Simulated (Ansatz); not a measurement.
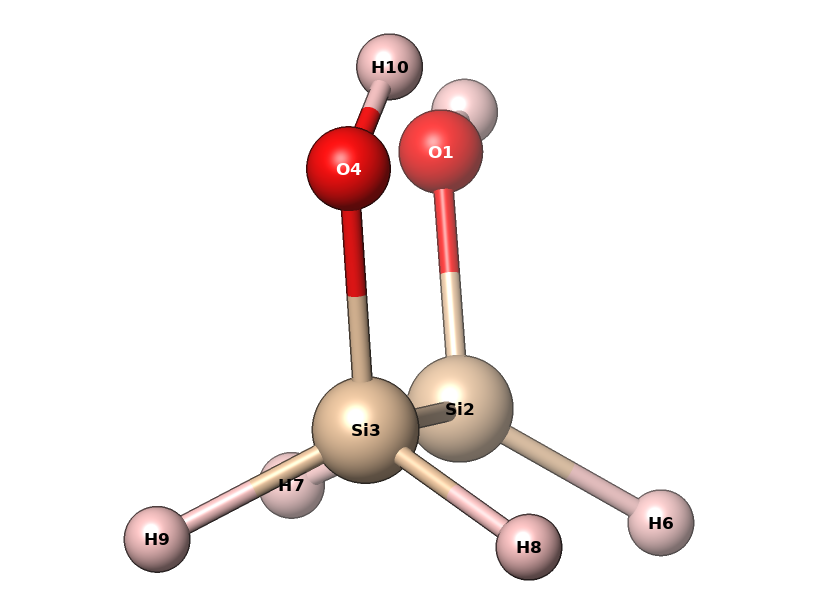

Simulated data, not a measurement (program: Ansatz).

Si2 lies behind Si3. The molecule seen a little off the Si3–Si2 bond, Si3 in front. Distant atoms are faded towards the background colour. Geometry: moved along internal coordinates away from the minimum.

**What is the torsion angle O4–Si3–Si2–O1? The sign is positive where the front bond must turn clockwise to cover the back bond.**

−9°, synperiplanar (eclipsed). The bonds about Si3–Si2 are eclipsed.
